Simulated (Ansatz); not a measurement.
# Molecular dynamics of C₄H₆Si

System: C₄H₆Si, SMILES C1=C[SiH2]C=C1.
Method: RKS PBE-d4/def2-SVP (Ansatz 0.2.0).

The geometry comes from this level: PBE0-D4/def2-TZVP. Figures and captions count atoms from 1; the log counts them from 0 in places.

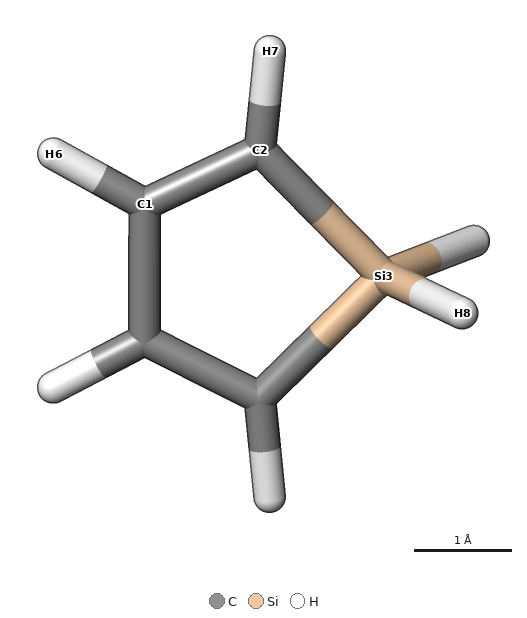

Fig. 1: The input geometry (stick view, seen at a tilt; atoms are numbered from 1 in the order of the input). Bond lengths as drawn: C–C 1.34 to 1.48 Å, C–H 1.08 to 1.09 Å, C–Si 1.86 Å and H–Si 1.49 Å.

Results in brief

| quantity | value |
| --- | --- |
| outcome | finished |
| mean temperature over the second half | 146 K |
| trajectory | 30 steps, 15 fs |
| ensemble | nve |
| temperature in the input | 300 K |
| time step | 0.5 fs |
| potential energy (last step) | −12106.8873 eV |
| mean-field energy (last step) | −12106.6199 eV |
| dispersion energy (last step) | −0.2674 eV |
| SCF solution under orbital rotations (last step) | stable |
| largest force (length of the vector) (last step) | 2.158 eV/Å |
| dipole moment (last step) | 0.46 D |
| hardware | 4 threads of Intel Xeon @ 2.60GHz, 23 GiB of memory available, shared host |
| wall time | 25 s (CPU time 92 s) |
| peak memory | 0.44 GiB |

So short a trajectory is not equilibrated.

The input
```yaml
crystal:
  periodic: [false, false, false]
  atoms:
    - {symbol: C, position_ang: [-1.139180, 0.658424, -0.195778]}
    - {symbol: C, position_ang: [-0.828894, 0.230918, 1.037782]}
    - {symbol: Si, position_ang: [0.815359, -0.633766, 0.901448]}
    - {symbol: C, position_ang: [0.934531, -0.314177, -0.929807]}
    - {symbol: C, position_ang: [-0.173821, 0.360031, -1.272897]}
    - {symbol: H, position_ang: [-2.050560, 1.202856, -0.430422]}
    - {symbol: H, position_ang: [-1.472293, 0.401493, 1.890877]}
    - {symbol: H, position_ang: [0.767546, -2.078037, 1.258731]}
    - {symbol: H, position_ang: [1.899595, 0.005761, 1.695986]}
    - {symbol: H, position_ang: [1.699337, -0.578952, -1.647995]}
    - {symbol: H, position_ang: [-0.386318, 0.688449, -2.287324]}
basis:
  gaussian: {orbitals: def2-SVP}
hamiltonian: {xc: {name: PBE}, dispersion: d4}
md: {timestep: 0.5 fs, n_steps: 30, ensemble: nve, temperature: 300, initial_velocities: maxwell_boltzmann, seed: 257}
```

Launch command:
```bash
ansatz run in.yaml --threads 4 --pin off --events-out ev --progress --plain --max-ram 10444MiB
```

Output
```
Functional definition: PBE
  name "PBE"
  cite "Perdew, Burke & Ernzerhof, Phys. Rev. Lett. 77, 3865 (1996) doi:10.1103/PhysRevLett.77.3865"
  parent pbe
  parameter kappa = 0.804
  parameter beta = 0.06672455060314922
  exchange = pbe_x(kappa = kappa, mu = beta*pi^2/3)
  correlation = pbe_c(beta = beta)
1176 factors; their error is unknown
mean field evaluation 1: about -12096.6390 eV, gradient 6.0e1 eV
mean field evaluation 2: about -12081.1918 eV, gradient 9.5e1 eV
mean field evaluation 4: about -12106.4366 eV, gradient 1.2e1 eV
mean field evaluation 8: about -12106.8360 eV, gradient 1.7e-1 eV
mean field evaluation 16: about -12106.7556 eV, gradient 4.5e-4 eV
mean field -12106.75559797 eV, -444.9150619718 hartree, gradient 7.5e-6 eV, S^2 0.000000; 0 other end points of the search recorded, 0 dependent functions left out
the calculation of the forces begins
reference -12106.75563188 eV, -444.9150632179 hartree; 22, 22 occupied and 82, 82 virtual orbitals, 1176 factors
md step     0: t =     0.00 fs  T =   300.0 K  F+E_penalty+E_count = -12107.02672759 eV  E_kin = 0.349002 eV  conserved = -12106.67772559 eV  (29 SCF iters)
these checks for a lower state are left out or cut short: starts, cluster_reference, orbital_swaps, neighbouring_geometries, increment
1176 factors; their error is unknown
mean field -12106.75203471 eV, -444.9149310244 hartree, gradient 8.1e-6 eV, S^2 0.000000; 0 other end points of the search recorded, 0 dependent functions left out
the calculation of the forces begins
reference -12106.75206864 eV, -444.9149322713 hartree; 22, 22 occupied and 82, 82 virtual orbitals, 1176 factors
md step     1: t =     0.50 fs  T =   296.9 K  F+E_penalty+E_count = -12107.02301209 eV  E_kin = 0.345438 eV  conserved = -12106.67757419 eV  (31 SCF iters)
[... from here on the SCF iterations and repeated set-up lines of each step are left out, up to the last step ...]
md step     2: t =     1.00 fs  T =   283.4 K  F+E_penalty+E_count = -12107.00686408 eV  E_kin = 0.329675 eV  conserved = -12106.67718890 eV  (33 SCF iters)
md step     3: t =     1.50 fs  T =   264.2 K  F+E_penalty+E_count = -12106.98407590 eV  E_kin = 0.307307 eV  conserved = -12106.67676885 eV  (33 SCF iters)
md step     4: t =     2.00 fs  T =   244.6 K  F+E_penalty+E_count = -12106.96103483 eV  E_kin = 0.284538 eV  conserved = -12106.67649700 eV  (33 SCF iters)
md step     5: t =     2.50 fs  T =   228.2 K  F+E_penalty+E_count = -12106.94195905 eV  E_kin = 0.265517 eV  conserved = -12106.67644237 eV  (32 SCF iters)
md step     6: t =     3.00 fs  T =   216.0 K  F+E_penalty+E_count = -12106.92781032 eV  E_kin = 0.251267 eV  conserved = -12106.67654325 eV  (33 SCF iters)
md step     7: t =     3.50 fs  T =   206.7 K  F+E_penalty+E_count = -12106.91712177 eV  E_kin = 0.240440 eV  conserved = -12106.67668223 eV  (33 SCF iters)
md step     8: t =     4.00 fs  T =   198.5 K  F+E_penalty+E_count = -12106.90771603 eV  E_kin = 0.230943 eV  conserved = -12106.67677350 eV  (33 SCF iters)
md step     9: t =     4.50 fs  T =   190.2 K  F+E_penalty+E_count = -12106.89803207 eV  E_kin = 0.221232 eV  conserved = -12106.67680037 eV  (33 SCF iters)
md step    10: t =     5.00 fs  T =   181.1 K  F+E_penalty+E_count = -12106.88746258 eV  E_kin = 0.210668 eV  conserved = -12106.67679481 eV  (33 SCF iters)
md step    11: t =     5.50 fs  T =   171.2 K  F+E_penalty+E_count = -12106.87596046 eV  E_kin = 0.199169 eV  conserved = -12106.67679148 eV  (33 SCF iters)
md step    12: t =     6.00 fs  T =   160.6 K  F+E_penalty+E_count = -12106.86357411 eV  E_kin = 0.186782 eV  conserved = -12106.67679254 eV  (33 SCF iters)
md step    13: t =     6.50 fs  T =   149.3 K  F+E_penalty+E_count = -12106.85043095 eV  E_kin = 0.173668 eV  conserved = -12106.67676271 eV  (33 SCF iters)
md step    14: t =     7.00 fs  T =   138.0 K  F+E_penalty+E_count = -12106.83723754 eV  E_kin = 0.160579 eV  conserved = -12106.67665850 eV  (33 SCF iters)
md step    15: t =     7.50 fs  T =   128.4 K  F+E_penalty+E_count = -12106.82585131 eV  E_kin = 0.149372 eV  conserved = -12106.67647915 eV  (34 SCF iters)
md step    16: t =     8.00 fs  T =   122.8 K  F+E_penalty+E_count = -12106.81918503 eV  E_kin = 0.142882 eV  conserved = -12106.67630348 eV  (34 SCF iters)
md step    17: t =     8.50 fs  T =   123.5 K  F+E_penalty+E_count = -12106.81996093 eV  E_kin = 0.143698 eV  conserved = -12106.67626312 eV  (30 SCF iters)
md step    18: t =     9.00 fs  T =   130.9 K  F+E_penalty+E_count = -12106.82875040 eV  E_kin = 0.152301 eV  conserved = -12106.67644978 eV  (33 SCF iters)
md step    19: t =     9.50 fs  T =   142.6 K  F+E_penalty+E_count = -12106.84268090 eV  E_kin = 0.165862 eV  conserved = -12106.67681868 eV  (33 SCF iters)
md step    20: t =    10.00 fs  T =   153.8 K  F+E_penalty+E_count = -12106.85615076 eV  E_kin = 0.178958 eV  conserved = -12106.67719235 eV  (33 SCF iters)
md step    21: t =    10.50 fs  T =   160.0 K  F+E_penalty+E_count = -12106.86349520 eV  E_kin = 0.186128 eV  conserved = -12106.67736696 eV  (32 SCF iters)
md step    22: t =    11.00 fs  T =   158.8 K  F+E_penalty+E_count = -12106.86201474 eV  E_kin = 0.184767 eV  conserved = -12106.67724761 eV  (33 SCF iters)
md step    23: t =    11.50 fs  T =   151.7 K  F+E_penalty+E_count = -12106.85341651 eV  E_kin = 0.176514 eV  conserved = -12106.67690275 eV  (33 SCF iters)
md step    24: t =    12.00 fs  T =   142.9 K  F+E_penalty+E_count = -12106.84281399 eV  E_kin = 0.166296 eV  conserved = -12106.67651752 eV  (34 SCF iters)
md step    25: t =    12.50 fs  T =   137.3 K  F+E_penalty+E_count = -12106.83597639 eV  E_kin = 0.159698 eV  conserved = -12106.67627795 eV  (34 SCF iters)
md step    26: t =    13.00 fs  T =   137.8 K  F+E_penalty+E_count = -12106.83654097 eV  E_kin = 0.160276 eV  conserved = -12106.67626490 eV  (34 SCF iters)
md step    27: t =    13.50 fs  T =   144.7 K  F+E_penalty+E_count = -12106.84475765 eV  E_kin = 0.168329 eV  conserved = -12106.67642833 eV  (34 SCF iters)
md step    28: t =    14.00 fs  T =   156.0 K  F+E_penalty+E_count = -12106.85816414 eV  E_kin = 0.181514 eV  conserved = -12106.67664990 eV  (34 SCF iters)
md step    29: t =    14.50 fs  T =   168.9 K  F+E_penalty+E_count = -12106.87331434 eV  E_kin = 0.196483 eV  conserved = -12106.67683086 eV  (33 SCF iters)
these checks for a lower state are left out or cut short: starts, cluster_reference, orbital_swaps, neighbouring_geometries, increment
1176 factors; their error is unknown
mean field -12106.61990728 eV, -444.9100754308 hartree, gradient 1.0e-5 eV, S^2 0.000000; 0 other end points of the search recorded, 0 dependent functions left out
the calculation of the forces begins
reference -12106.61994175 eV, -444.9100766976 hartree; 22, 22 occupied and 82, 82 virtual orbitals, 1176 factors
1176 factors; their error is unknown
mean field evaluation 256: about -12106.6873 eV, gradient 2.4e0 eV
mean field -12106.61990728 eV, -444.9100754308 hartree, gradient 1.9e-5 eV, S^2 0.000000; 1 other end points of the search recorded, 0 dependent functions left out
the calculation of the forces begins
reference -12106.61994175 eV, -444.9100766976 hartree; 22, 22 occupied and 82, 82 virtual orbitals, 1176 factors
md step    30: t =    15.00 fs  T =   180.8 K  F+E_penalty+E_count = -12106.88728414 eV  E_kin = 0.210347 eV  conserved = -12106.67693753 eV  (30 SCF iters)
```

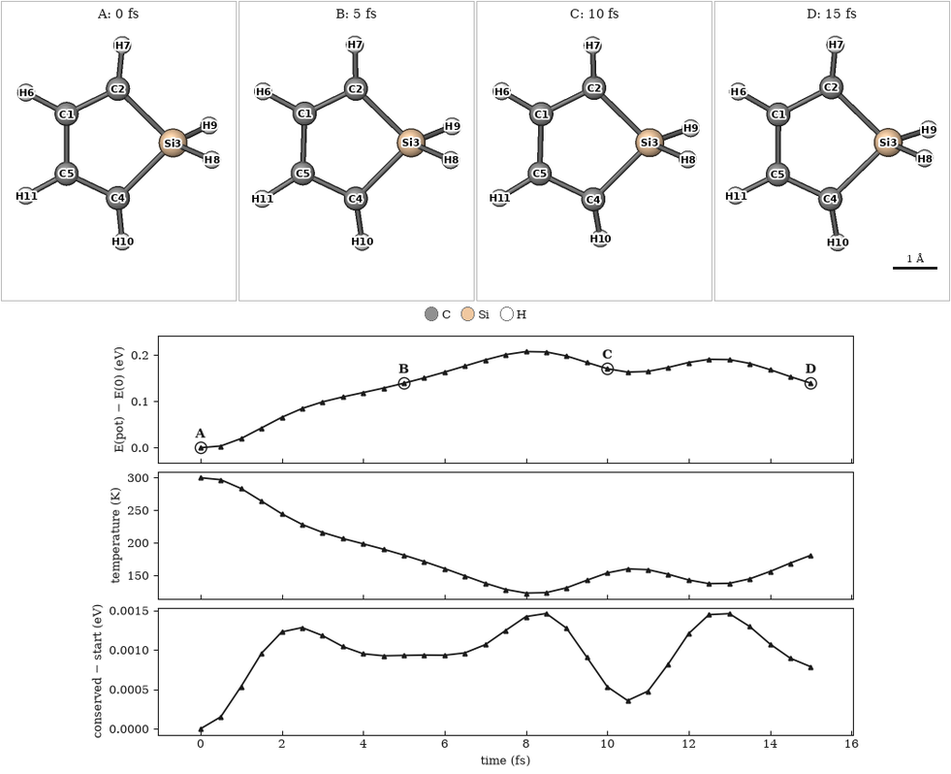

Fig. 2: Frames of the molecular dynamics (ball-and-stick, seen at a tilt) above the curves, on which the letters mark them. The trajectory kept here has 31 frames over 15 fs. The temperature starts at 300 K, ranges from 123 to 300 K and averages 146 K over the second half. The potential energy ends 0.139 eV above its first value. The conserved quantity stays within 0.0015 eV. After an unweighted best fit of the last frame on the first, the root-mean-square displacement is 0.09 Å, and H9 has moved furthest (0.16 Å).

```
Total energy: -12106.88731862 eV, -444.9199026162 hartree
Atom 0 at    -1.161997     0.660087    -0.230155 Å, force    -0.112544    -0.224671     1.464248 eV/Å
Atom 1 at    -0.842150     0.244596     1.064788 Å, force    -0.015910     0.193175    -1.347083 eV/Å
Atom 2 at     0.847273    -0.638247     0.935390 Å, force    -1.098630     0.041573    -0.802387 eV/Å
Atom 3 at     0.895622    -0.351665    -0.957743 Å, force     2.123397     0.130136    -0.360585 eV/Å
Atom 4 at    -0.168682     0.406040    -1.317663 Å, force    -0.903371    -0.031904     0.223422 eV/Å
Atom 5 at    -2.153848     1.144506    -0.425021 Å, force     0.523835    -0.194275    -0.151976 eV/Å
Atom 6 at    -1.571500     0.305905     1.896611 Å, force     0.238151     0.106636    -0.189363 eV/Å
Atom 7 at     0.722202    -2.084408     1.271567 Å, force    -0.040885    -0.316703     0.081882 eV/Å
Atom 8 at     1.994363    -0.137696     1.724250 Å, force     0.324826     0.344166     0.127966 eV/Å
Atom 9 at     1.809555    -0.522544    -1.635792 Å, force    -1.302008     0.055956     0.650904 eV/Å
Atom 10 at    -0.400430     0.776336    -2.343326 Å, force     0.263140    -0.104089     0.302973 eV/Å
Dipole moment:    -0.032830     0.071598    -0.053908 e Å
```

Trajectory as extended XYZ (Å, eV, eV/Å), 9 of the 31 frames kept, from step=0 to step=30
```
11
Properties=species:S:1:pos:R:3:forces:R:3 step=0 time_fs=0.0 energy=-12107.02673 temperature=300.0
C    -1.1392    0.6584   -0.1958    0.0017   0.1431  -0.6857
C    -0.8289    0.2309    1.0378    0.2441  -0.2608   0.6116
Si    0.8154   -0.6338    0.9014    0.1037  -0.0806   0.1153
C     0.9345   -0.3142   -0.9298    0.5496  -0.3554   0.2706
C    -0.1738    0.3600   -1.2729   -0.6157   0.3338   0.0032
H    -2.0506    1.2029   -0.4304   -0.5037   0.3017  -0.1335
H    -1.4723    0.4015    1.8909   -0.3559   0.0873   0.5047
H     0.7675   -2.0780    1.2587    0.0010  -0.3183   0.0890
H     1.8996    0.0058    1.6960    0.2437   0.1284   0.1828
H     1.6993   -0.5790   -1.6480    0.4525  -0.1624  -0.3973
H    -0.3863    0.6884   -2.2873   -0.1209   0.1833  -0.5607
11
Properties=species:S:1:pos:R:3:forces:R:3 step=4 time_fs=2.0 energy=-12106.96104 temperature=244.6
C    -1.1408    0.6534   -0.1896   -0.2307   0.5527  -1.5120
C    -0.8279    0.2332    1.0375    0.8732  -0.4969   0.1155
Si    0.8188   -0.6327    0.9043    0.3903  -0.1786   0.5112
C     0.9253   -0.3275   -0.9292    1.4953  -0.1182  -0.9812
C    -0.1778    0.3772   -1.2814   -0.0360  -0.3883   0.2746
H    -2.0607    1.2031   -0.4273   -0.2444   0.0842  -0.0185
H    -1.5063    0.3991    1.8278   -0.9169   0.1828   1.4869
H     0.7670   -2.0930    1.2635   -0.0190  -0.0483   0.0186
H     1.9407   -0.0158    1.7281   -0.1901  -0.0514  -0.1659
H     1.7710   -0.5578   -1.6576   -0.9707   0.1372   0.7031
H    -0.3847    0.6630   -2.3110   -0.1511   0.3247  -0.4323
11
Properties=species:S:1:pos:R:3:forces:R:3 step=8 time_fs=4.0 energy=-12106.90772 temperature=198.5
C    -1.1433    0.6502   -0.1882   -0.5988   0.9265  -1.9042
C    -0.8246    0.2340    1.0380   -0.1432  -0.2366   1.1175
Si    0.8228   -0.6319    0.9079    0.5773  -0.3801   0.7332
C     0.9206   -0.3411   -0.9315    1.3452   0.4820  -1.2446
C    -0.1819    0.3931   -1.2891    0.4521  -0.9250  -0.0861
H    -2.0796    1.2064   -0.4249    0.1935  -0.2188   0.1036
H    -1.5700    0.4024    1.8153    0.0841  -0.0901   0.5894
H     0.7658   -2.1099    1.2690   -0.0353   0.2281  -0.0491
H     1.9749   -0.0391    1.7543   -0.4852  -0.1374  -0.4033
H     1.8088   -0.5325   -1.6434   -1.3478   0.0837   0.8335
H    -0.3885    0.6494   -2.3493   -0.0419   0.2677   0.3101
11
Properties=species:S:1:pos:R:3:forces:R:3 step=11 time_fs=5.5 energy=-12106.87596 temperature=171.2
C    -1.1463    0.6497   -0.1910   -0.5840   0.9233  -1.7072
C    -0.8223    0.2341    1.0405   -1.1021   0.0634   1.6166
Si    0.8262   -0.6317    0.9112    0.5497  -0.5068   0.6970
C     0.9199   -0.3503   -0.9357    0.4655   1.0293  -0.7432
C    -0.1842    0.4032   -1.2950    0.7337  -1.2705  -0.2382
H    -2.0901    1.2042   -0.4208    0.3049  -0.2949   0.1073
H    -1.6182    0.4034    1.8231    0.9913  -0.2943  -0.2153
H     0.7641   -2.1175    1.2720   -0.0464   0.3385  -0.0755
H     1.9891   -0.0597    1.7644   -0.5385  -0.1153  -0.4536
H     1.8048   -0.5114   -1.6126   -0.8083  -0.1103   0.2918
H    -0.3926    0.6460   -2.3721    0.0343   0.2377   0.7202
11
Properties=species:S:1:pos:R:3:forces:R:3 step=15 time_fs=7.5 energy=-12106.82585 temperature=128.4
C    -1.1517    0.6514   -0.1993   -0.0451   0.4935  -0.8700
C    -0.8222    0.2345    1.0481   -1.5406   0.3362   1.0557
Si    0.8315   -0.6319    0.9164    0.2220  -0.5598   0.3916
C     0.9197   -0.3597   -0.9430   -1.3501   1.6609   0.5531
C    -0.1850    0.4131   -1.3034    0.9341  -1.6242   0.0915
H    -2.0950    1.1920   -0.4123    0.0531  -0.1375  -0.0169
H    -1.6489    0.3948    1.8261    1.3598  -0.3483  -0.4961
H     0.7601   -2.1165    1.2736   -0.0604   0.3030  -0.0695
H     1.9908   -0.0906    1.7631   -0.3646   0.0204  -0.3406
H     1.7779   -0.4880   -1.5661    0.7320  -0.4255  -0.9591
H    -0.3969    0.6498   -2.3791    0.0596   0.2814   0.6603
11
Properties=species:S:1:pos:R:3:forces:R:3 step=19 time_fs=9.5 energy=-12106.84268 temperature=142.6
C    -1.1573    0.6547   -0.2104    0.6748  -0.1089   0.2149
C    -0.8268    0.2358    1.0589   -0.8001   0.3706  -0.5953
Si    0.8370   -0.6329    0.9221   -0.3915  -0.4722  -0.0956
C     0.9156   -0.3638   -0.9488   -1.6785   1.7630   0.9694
C    -0.1830    0.4177   -1.3114    0.8422  -1.7316   0.8519
H    -2.0985    1.1749   -0.4045   -0.3473   0.1181  -0.1897
H    -1.6308    0.3736    1.8130    0.6205  -0.1691   0.1611
H     0.7539   -2.1045    1.2726   -0.0726   0.0842  -0.0247
H     1.9792   -0.1205    1.7493    0.0406   0.2391  -0.0659
H     1.7754   -0.4801   -1.5533    1.1028  -0.4809  -1.2523
H    -0.3992    0.6645   -2.3626    0.0091   0.3878   0.0262
11
Properties=species:S:1:pos:R:3:forces:R:3 step=22 time_fs=11.0 energy=-12106.86202 temperature=158.8
C    -1.1602    0.6570   -0.2185    0.8595  -0.3759   0.9077
C    -0.8321    0.2376    1.0660    0.2699   0.2749  -2.0719
Si    0.8409   -0.6341    0.9263   -0.8839  -0.3415  -0.4662
C     0.9091   -0.3632   -0.9513   -0.3038   1.4177   0.2964
C    -0.1797    0.4176   -1.3158    0.5391  -1.5589   1.2541
H    -2.1085    1.1643   -0.4031   -0.3722   0.1616  -0.2595
H    -1.6004    0.3531    1.8060   -0.3804   0.0321   1.0127
H     0.7474   -2.0930    1.2712   -0.0782  -0.1320   0.0204
H     1.9706   -0.1373    1.7367    0.3745   0.3980   0.1574
H     1.7993   -0.4860   -1.5738   -0.0127  -0.3025  -0.4515
H    -0.4006    0.6850   -2.3480   -0.0119   0.4265  -0.3996
11
Properties=species:S:1:pos:R:3:forces:R:3 step=26 time_fs=13.0 energy=-12106.83654 temperature=137.8
C    -1.1618    0.6591   -0.2266    0.4541  -0.3715   1.4387
C    -0.8382    0.2407    1.0695    0.8170   0.2153  -2.7355
Si    0.8449   -0.6361    0.9314   -1.2408  -0.1344  -0.7845
C     0.9001   -0.3586   -0.9539    1.5116   0.7363  -0.4480
C    -0.1739    0.4133   -1.3183   -0.1517  -0.9201   0.9809
H    -2.1326    1.1548   -0.4096    0.0726  -0.0217  -0.2370
H    -1.5735    0.3270    1.8310   -0.7762   0.1408   1.1999
H     0.7362   -2.0825    1.2701   -0.0729  -0.3395   0.0699
H     1.9722   -0.1464    1.7255    0.5733   0.4792   0.2860
H     1.8270   -0.5031   -1.6133   -1.2795  -0.0467   0.5120
H    -0.4024    0.7260   -2.3410    0.0924   0.2624  -0.2824
11
Properties=species:S:1:pos:R:3:forces:R:3 step=30 time_fs=15.0 energy=-12106.88728 temperature=180.8
C    -1.1620    0.6601   -0.2302   -0.1125  -0.2247   1.4642
C    -0.8421    0.2446    1.0648   -0.0159   0.1932  -1.3471
Si    0.8473   -0.6382    0.9354   -1.0986   0.0416  -0.8024
C     0.8956   -0.3517   -0.9577    2.1234   0.1301  -0.3606
C    -0.1687    0.4060   -1.3177   -0.9034  -0.0319   0.2234
H    -2.1538    1.1445   -0.4250    0.5238  -0.1943  -0.1520
H    -1.5715    0.3059    1.8966    0.2382   0.1066  -0.1894
H     0.7222   -2.0844    1.2716   -0.0409  -0.3167   0.0819
H     1.9944   -0.1377    1.7243    0.3248   0.3442   0.1280
H     1.8096   -0.5225   -1.6358   -1.3020   0.0560   0.6509
H    -0.4004    0.7763   -2.3433    0.2631  -0.1041   0.3030
```
